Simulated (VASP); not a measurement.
Band structure of Ge2Rh (relaxed from the MoSi2 structure, space group I4/mmm). These are PBEsol GGA, VASP's PBE PAW potentials (set 64) (plane waves; VASP) values and carry that method's errors.

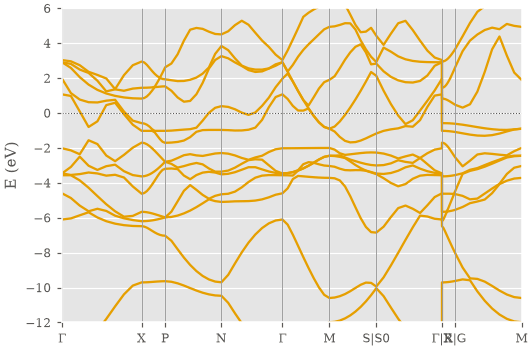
Figure: Bands along high-symmetry lines, zero at the valence-band maximum or, without a gap, the Fermi level

Read the plot: is there a gap, and where are the band edges?

It has no gap at this level: it comes out as a metal or semimetal. (Edges off the drawn lines would not show.)

The structure was generated: Ge2Rh was put into the MoSi2 type (I4/mmm), which need not be its known phase. It was relaxed first, which changed the volume by +13 %. The electron count is odd and the run is not spin-polarised, which forces a metal.
